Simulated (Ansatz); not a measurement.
# BH4 (doublet): one geometry, many settings at distance H1–H2 along a hydrogen transfer = 0.745 Å

What do other methods and options give for BH4 (doublet) at this geometry, and how long do they take?

Program: Ansatz 0.2.0, Gaussian basis. Level of theory: the settings change from run to run. These are calculated values, not measurements.

7 further runs of the same task are left out: 3 that didn't finish, 4 set aside as unsound or not needed.

**1. What is computed**

The geometry derives from fragments relaxed apart (PBE0/def2-TZVP) and kept rigid, so it is no stationary point. A hydrogen atom is moved between rigid fragments.

5 atoms, charge 0, spin multiplicity 2.

Atoms are counted from 1 here; the program's logs count them from 0.

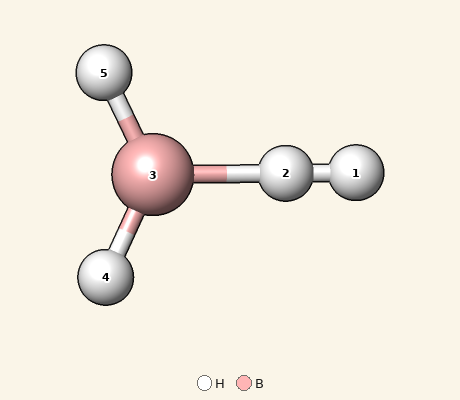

The geometry (hydrogen white, boron pink); atoms are numbered from 1 in the order of the file.

**2. BCCD(T) on ROHF/def2-mTZVP**

in.yaml reads:

```yaml
crystal:
  periodic: [false, false, false]
  atoms:
    - {symbol: H, position_ang: [-1.980320, 0.000000, 0.000000]}
    - {symbol: H, position_ang: [-1.235320, 0.000000, 0.000000]}
    - {symbol: B, position_ang: [0.172680, 0.000000, 0.000000]}
    - {symbol: H, position_ang: [0.681753, 0.000000, 1.077008]}
    - {symbol: H, position_ang: [0.681753, 0.000000, -1.077008]}
basis:
  gaussian: {orbitals: def2-mTZVP, fitting: {mean_field: def2-universal-jkfit}}
magnetization: {spin_polarized: false, initial_magnetization: 1}
correlation: {method: bccd_t, electrons: valence}
scf: {lower_state_search: light}
```

Launch:

```bash
ansatz run in.yaml --threads 1 --pin off --events-out ev --progress --plain --max-ram 2393MiB
```

Log (excerpt; [...] marks lines left out):

```text
Functional definition: HF
  name "HF"
  cite "Fock, Z. Phys. 61, 126 (1930) doi:10.1007/BF01340294"
  parent pbe
[...]
147 factors; integrals over basis functions are off by at most 4.0e-1 eV
[...]
mean field -730.18606218 eV, -26.8338428471 hartree, gradient 1.7e-6 eV, S^2 0.750000; 6 other end points of the search recorded, 0 dependent functions left out
[...]
determinant -730.18606218 eV, -26.8338428471 hartree, with singles and doubles -733.11965943 eV, -26.9416505576 hartree
determinant -729.96994188 eV, -26.8259005729 hartree, with singles and doubles -733.05625057 eV, -26.9393203250 hartree
determinant -730.18606218 eV, -26.8338428471 hartree, with singles and doubles -733.11598122 eV, -26.9415153858 hartree
determinant -729.96994188 eV, -26.8259005729 hartree, with singles and doubles -733.05709057 eV, -26.9393511945 hartree
1 core orbitals not correlated: weight in the atoms' cores, before any rotation towards them, 1.000 or more for the frozen orbitals, at most 0.000 for the correlated occupied ones
reference -730.18606218 eV, -26.8338428471 hartree; 4, 3 occupied and 26, 27 virtual orbitals, 147 factors
second order -2.22186144 eV of doubles, -0.09623493 eV of singles
cycle   1  -2.93074451 eV  change   -8.3e-4 eV  update   4.1e-3
[...]
cycle   7  -2.92730084 eV  change   -4.0e-6 eV  update   5.4e-6
perturbative correction -0.05384687 eV, -0.0019788360 hartree
Total energy: -733.16720989 eV, -26.9433980047 hartree
```

Wall time 1.6 s (1 thread of Arm Neoverse N1, shared host).

From the report: correlation -2.9811 eV; largest double amplitude 0.03.

**3. MP2 on UHF/6-31G**

in.yaml, as its differences from that of step 2:

```diff
@@ -9,5 +9,5 @@
 basis:
-  gaussian: {orbitals: def2-mTZVP, fitting: {mean_field: def2-universal-jkfit}}
-magnetization: {spin_polarized: false, initial_magnetization: 1}
-correlation: {method: bccd_t, electrons: valence}
-scf: {lower_state_search: light}
+  gaussian: {orbitals: 6-31G}
+magnetization: {spin_polarized: true, initial_magnetization: 1}
+correlation: {method: mp2, electrons: outside_noble_gas}
+output: {forces: true}
```

The command is unchanged.

Log (excerpt; [...] marks lines left out):

```text
Functional definition: HF
  name "HF"
  cite "Fock, Z. Phys. 61, 126 (1930) doi:10.1007/BF01340294"
  parent pbe
[...]
254 factors; integrals over basis functions are off by at most 7.4e-4 eV
[...]
mean field -729.84805167 eV, -26.8214211901 hartree, gradient 8.1e-6 eV, S^2 0.767250; 5 other end points of the search recorded, 0 dependent functions left out
1 core orbitals not correlated: weight in the atoms' cores, before any rotation towards them, 1.000 or more for the frozen orbitals, at most 0.000 for the correlated occupied ones
reference -729.84805167 eV, -26.8214211901 hartree; 4, 3 occupied and 12, 13 virtual orbitals, 254 factors
second order -1.61395177 eV of doubles, -0.00000000 eV of singles
[...]
Total energy: -731.46200343 eV, -26.8807328235 hartree
Atom 0 at    -1.980320     0.000000     0.000000 Å, force    -4.164516    -0.000000    -0.000000 eV/Å
Atom 1 at    -1.235320     0.000000     0.000000 Å, force     1.996337     0.000000     0.000000 eV/Å
Atom 2 at     0.172680     0.000000     0.000000 Å, force     1.621624    -0.000000     0.000000 eV/Å
Atom 3 at     0.681753     0.000000     1.077008 Å, force     0.273278    -0.000000    -0.023610 eV/Å
Atom 4 at     0.681753     0.000000    -1.077008 Å, force     0.273278     0.000000     0.023610 eV/Å
Dipole moment:     0.132733    -0.000000    -0.000000 e Å
```

Run time: 0.24 s. Hardware: 1 thread of Arm Neoverse N1, shared host.

From the report: ⟨S²⟩ of the determinant 0.767 (pure doublet: 0.75).

**4. CCSDT on UHF/6-31G**

in.yaml, as its differences from that of step 3:

```diff
@@ -11,3 +11,3 @@
 magnetization: {spin_polarized: true, initial_magnetization: 1}
-correlation: {method: mp2, electrons: outside_noble_gas}
-output: {forces: true}
+correlation: {method: ccsdt, electrons: outside_noble_gas}
+scf: {lower_state_search: full}
```

Launched as before.

Log (excerpt; [...] marks lines left out):

```text
Functional definition: HF
  name "HF"
  cite "Fock, Z. Phys. 61, 126 (1930) doi:10.1007/BF01340294"
  parent pbe
[...]
383 factors; integrals over basis functions are off by at most 1.9e-7 eV
[...]
mean field -729.84805318 eV, -26.8214212456 hartree, gradient 8.1e-6 eV, S^2 0.767250; 10 other end points of the search recorded, 0 dependent functions left out
determinant -729.84805318 eV, -26.8214212456 hartree, with singles and doubles -732.02767399 eV, -26.9015208330 hartree
determinant -729.56274553 eV, -26.8109363827 hartree, with singles and doubles -731.93197308 eV, -26.8980038895 hartree
determinant -729.84805318 eV, -26.8214212456 hartree, with singles and doubles -732.02775229 eV, -26.9015237103 hartree
determinant -729.56274553 eV, -26.8109363827 hartree, with singles and doubles -731.93202844 eV, -26.8980059240 hartree
1 core orbitals not correlated: weight in the atoms' cores, before any rotation towards them, 1.000 or more for the frozen orbitals, at most 0.000 for the correlated occupied ones
reference -729.84805318 eV, -26.8214212456 hartree; 4, 3 occupied and 12, 13 virtual orbitals, 383 factors
second order -1.61397837 eV of doubles, -0.00000000 eV of singles
cycle   1  -1.99673951 eV  change   -3.8e-1 eV  update   4.7e-2
[...]
cycle  12  -2.21619755 eV  change    1.2e-7 eV  update   7.7e-7
Total energy: -732.06425073 eV, -26.9028650034 hartree
```

It took 1.7 s on 1 thread of Arm Neoverse N1, shared host.

From the report: ⟨S²⟩ of the determinant 0.767 (pure doublet: 0.75); correlation -2.2162 eV; T1 0.009; largest double amplitude 0.04.

**5. MRCISD+Q(1,4)/cc-pVDZ**

in.yaml, as its differences from that of step 4:

```diff
@@ -9,5 +9,5 @@
 basis:
-  gaussian: {orbitals: 6-31G}
-magnetization: {spin_polarized: true, initial_magnetization: 1}
-correlation: {method: ccsdt, electrons: outside_noble_gas}
-scf: {lower_state_search: full}
+  gaussian: {orbitals: cc-pVDZ, fitting: {mean_field: def2-universal-jkfit}}
+magnetization: {spin_polarized: false, initial_magnetization: 1}
+hamiltonian: {pseudopotentials: {relativity: scalar}}
+correlation: {method: fic_mrcisd_q, electrons: outside_noble_gas, active_space: {window: {electrons: 1, orbitals: 4}, states: [{multiplicity: 2, weights: [1, 1, 1, 1]}], root: 2}}
```

Same command.

Log (excerpt; [...] marks lines left out):

```text
Functional definition: HF
  name "HF"
  cite "Fock, Z. Phys. 61, 126 (1930) doi:10.1007/BF01340294"
  parent pbe
[...]
147 factors; integrals over basis functions are off by at most 2.6e-1 eV
[...]
mean field -730.23787660 eV, -26.8357469920 hartree, gradient 2.9e-6 eV, S^2 0.750000; 6 other end points of the search recorded, 0 dependent functions left out
reference -730.23787660 eV, -26.8357469920 hartree; 5, 4 occupied and 29, 30 virtual orbitals, 147 factors
state -730.04844221 eV, -26.8287854065 hartree
state -729.88467408 eV, -26.8227670387 hartree
state -723.29611130 eV, -26.5806418224 hartree
state -723.02993787 eV, -26.5708601295 hartree
contracted CI cycle   1: correlation 0.00000000 eV, 0.0000000000 hartree, residual 1.54e1 eV
contracted CI cycle   2: correlation -3.61962914 eV, -0.1330189176 hartree, residual 2.22e0 eV
[...]
contracted CI cycle   4: correlation -3.58984682 eV, -0.1319244374 hartree, residual 2.43e-1 eV
contracted CI cycle   5: correlation -3.59190662 eV, -0.1320001336 hartree, residual 1.52e-1 eV
contracted CI cycle   6: correlation -3.59271479 eV, -0.1320298332 hartree, residual 8.82e-2 eV
contracted CI cycle   7: correlation -3.59288723 eV, -0.1320361704 hartree, residual 3.63e-2 eV
contracted CI cycle   8: correlation -3.59291799 eV, -0.1320373006 hartree, residual 1.70e-2 eV
contracted CI cycle   9: correlation -3.59292475 eV, -0.1320375493 hartree, residual 6.68e-3 eV
contracted CI cycle  10: correlation -3.59292580 eV, -0.1320375878 hartree, residual 2.75e-3 eV
contracted CI cycle  11: correlation -3.59292602 eV, -0.1320375957 hartree, residual 1.40e-3 eV
contracted CI cycle  12: correlation -3.59292606 eV, -0.1320375975 hartree, residual 5.15e-4 eV
state -723.02993787 eV, -26.5708601295 hartree; corrected -726.91898916 eV, -26.7137801282 hartree
Total energy: -727.40335199 eV, -26.7315801340 hartree
Relativity: scalar
```

Run time: 1.8 s. Hardware: 1 thread of Arm Neoverse N1, shared host.

From the report: 2 determinants; active occupations (of the averaged states) 0.25, 0.25, 0.25, 0.25.

**6. All runs side by side**

Where basis and cores are those of an earlier FCI/6-31G run (-732.0650 eV), and the state is the same kind, the miss against it is given.

| level | correlated | functions | energy (eV) | from FCI (meV) | time |
| --- | --- | --- | --- | --- | --- |
| BCCD(T) on ROHF/def2-mTZVP | valence | 31 | -733.1672 |  | 1.6 s |
| MP2 on UHF/6-31G | outside noble gas | 17 | -731.4620 | 603.0 | 0.24 s |
| CCSDT on UHF/6-31G | outside noble gas | 17 | -732.0643 | 0.8 | 1.7 s |
| MRCISD+Q(1,4)/cc-pVDZ (excited root 2 of an average, relativity set) | outside noble gas | 34 | -727.4034 |  | 1.8 s |

**7. Summary of results**

| quantity | value |
| --- | --- |
| runs | 4 |
| quickest | MP2 on UHF/6-31G, 0.24 s |
| slowest | MRCISD+Q(1,4)/cc-pVDZ (excited root 2 of an average, relativity set), 1.8 s |

**Reading.** Total energies in different bases, with other cores or another treatment of relativity can't be set against each other. MRCISD+Q(1,4)/cc-pVDZ (excited root 2 of an average, relativity set) took 7 times as long as MP2 on UHF/6-31G; the jobs differ in more than the method. Among the correlated runs with a miss given, it spans +1 to +603 meV.
